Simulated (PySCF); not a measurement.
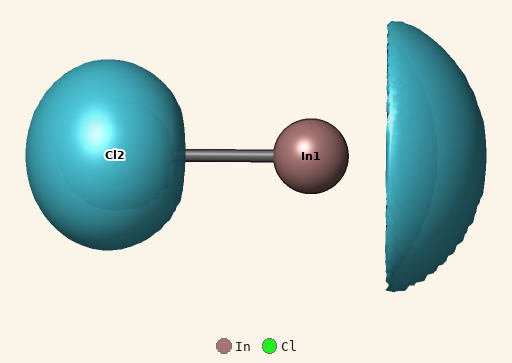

InCl. Isosurface of the electron localisation function at 0.8 (cyan), seen from one side. Only the valence region is drawn (cores and ρ < 0.01 e/Å³ removed).

Core potentials replace the inner electrons of In.

All numbers below come from PySCF 2.14.0, PBE0/def2-SVP, non-relativistic Hamiltonian with scalar-relativistic core potentials where named, at a bond length of 2.434 Å.

Q: Describe the localisation domains.

A: At this value the surface marks out one lobe on In, pointing away from the bonds (lone pairs) and one region wrapped around Cl (its valence shell).

Values along the shortest contacts:
In–Cl (2.43 Å): the ELF peaks at about 0.85 in the valence shell of Cl, 0.8 Å from its nucleus, and drops to about 0.15 between the two atoms.
